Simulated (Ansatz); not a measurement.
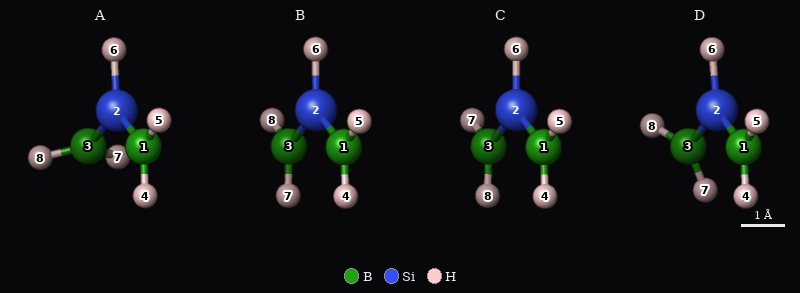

4 geometries from a converged minimum-energy path of B$_{2}$SiH$_{5}$ (multiplicity 2), shuffled. Style: ball-and-stick. Shown from a free direction.

Theory: UKS CAM-B3LYP/STO-3G (Ansatz). Run with 5 movable images; climbing image; force threshold 0.03 eV/Å; iteration limit 60; starting path by image-dependent pair potential.

### Which of them lies highest in energy?

A. In order along the path, whose images run from 0 to 6: C (image 0, 0.0 kcal/mol), A (image 3, +6.8 kcal/mol), D (image 5, +1.4 kcal/mol), B (image 6, 0.0 kcal/mol). The motion is a rotation about the Si2–B3 bond by about 180°. No bond forms or breaks between the ends. Among the angles between lasting bonds that change up to the highest image: B3–Si2–H6 117.0° → 111.3°, B1–Si2–H6 117.0° → 121.5°.

Limits of the set-up: STO-3G is a minimal basis, so the numbers are rough.

The run took 64 s on 1 thread of Arm Neoverse V1, on a shared host, peak memory 0.1 GiB.
